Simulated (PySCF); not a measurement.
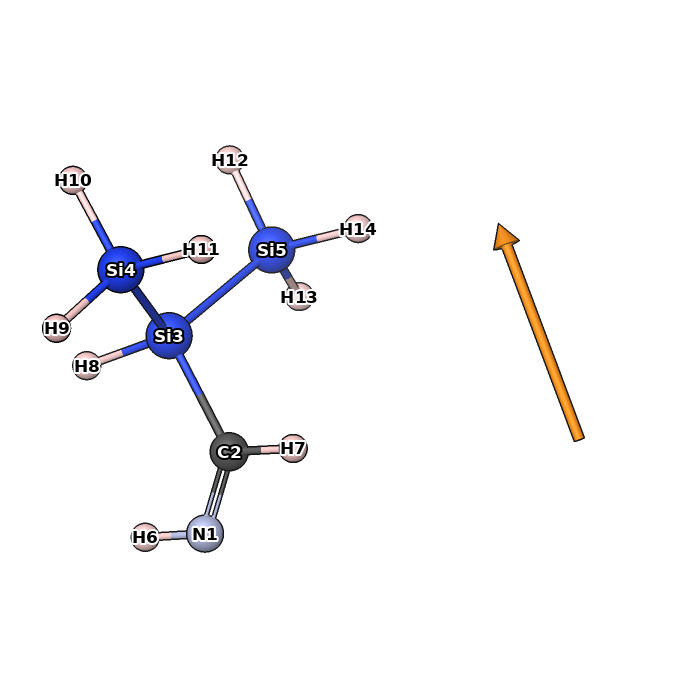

The arrow beside the molecule shows the direction of the dipole moment, from the negative to the positive end (its length means nothing). Computed geometry: GFN2-xTB optimisation. No frequency run is at hand to confirm it as a minimum. Properties computed with CAM-B3LYP/def2-SVPD, gas phase (PySCF 2.14.0).

### Estimate the dipole moment.

1.97 D; it points from the side of N1 to the side of H10, H12 (the outermost atoms at the two ends).

The geometry is semi-empirical. Around Si such bond lengths and angles can be off by a tenth of an ångström or more and by several degrees, and values that hang on the shape move with them.
